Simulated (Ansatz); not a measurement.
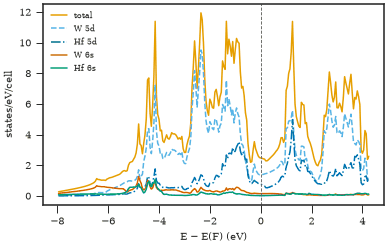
Figure: Total and projected density of states of HfW₂ (cubic Laves (MgCu2 type), Fd-3m), DFT-LDA in the program Ansatz with PAW potentials

Task: Which orbitals carry the states next to the Fermi level?

Result: Within 0.5 eV of the Fermi level: W 5d 56 %, Hf 5d 29 %, W 6s 6 %, outside the projected shells 6 %. Projections are on Löwdin-orthogonalised atomic valence shells; empty p or d shells of many metals are not among them.

Task: Where is the tallest occupied peak in this window, and what makes it?

Result: Near -2.4 eV, about 12 states/eV per cell; the largest projected share is W 5d.

The workflow started from a Materials Project entry (that database holds measured and hypothetical structures alike); the Crystallography Open Database files this formula in space group No. 227, but the cells were not matched. Whether it is the stable phase at ambient conditions was not checked. The cell was relaxed with LDA under the symmetry of its start; whether a distortion lowers the energy is not shown. The run is not spin-polarised. Scalar-relativistic: spin–orbit coupling is off unless named, which matters more the heavier the elements.

Potentials: the later of the program's two PAW sets.
